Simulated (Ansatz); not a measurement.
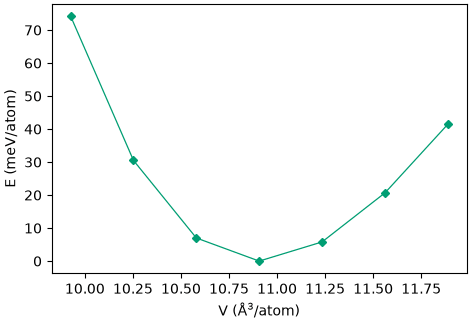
Figure. Hf3N4 in space group I-43d (No. 220; Hf on 12a, N on 16c) under volume change, PBE in the plane-wave PAW code Ansatz, shape and atoms relaxed at each volume.

### Question
What does a third-order Birch–Murnaghan fit give for V₀, B₀ and B′?

### Answer
V₀ = 10.91 Å³/atom, B₀ = 196 GPa, B′ = 8.3.

The cell was relaxed with PBE under the symmetry of its start. The run is not spin-polarised. Spin–orbit coupling is left out wherever it is not named.

Potentials: the later of the program's two PAW sets.
